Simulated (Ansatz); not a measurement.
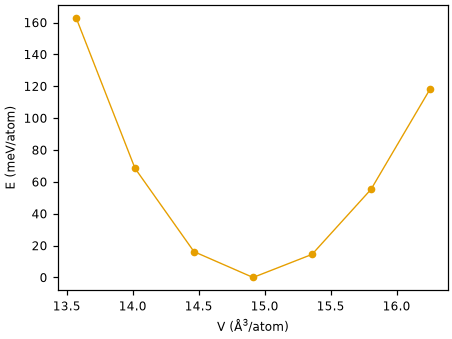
Fig. 1. Re3W in space group I4/mmm (No. 139; Re on 4d, Re on 2b, W on 2a) under volume change, PBEsol (plane waves, PAW; program Ansatz), shape and atoms relaxed at each volume.

Problem. What does a third-order Birch–Murnaghan fit give for V₀, B₀ and B′?

Solution. V₀ = 14.91 Å³/atom, B₀ = 366 GPa, B′ = 4.3.

The first step of the workflow began from a Materials Project structure, measured or hypothetical; the Crystallography Open Database copy checked does not list it. Its standing as an ambient phase is unchecked. Symmetry was held in the PBEsol relaxation; whether a distortion lowers the energy is not shown. The run is not spin-polarised. Scalar-relativistic: spin–orbit coupling is off unless named, which matters more the heavier the elements.

Potentials: the later of the program's two PAW sets.
